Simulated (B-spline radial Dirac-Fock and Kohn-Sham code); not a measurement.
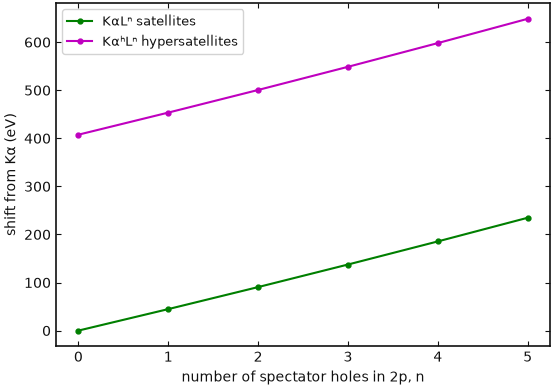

Shifts of Kα satellites and hypersatellites with the number of spectator holes in 2p, counted from the Kα line without spectators. Species: neutral Rb ([Kr] 4d1), which is not the ground configuration. Method: Dirac–Fock ΔSCF (average of configuration, Fermi nucleus, Breit and QED terms, no correlation) (computed with a radial B-spline solver).

What is the shift of the ordinary satellite (one 1s hole) with 5 spectator holes?

235 eV.

How far above Kα is the hypersatellite?

408 eV as an average over the ¹P and ³P final terms; Kα itself is at 13.374 keV.
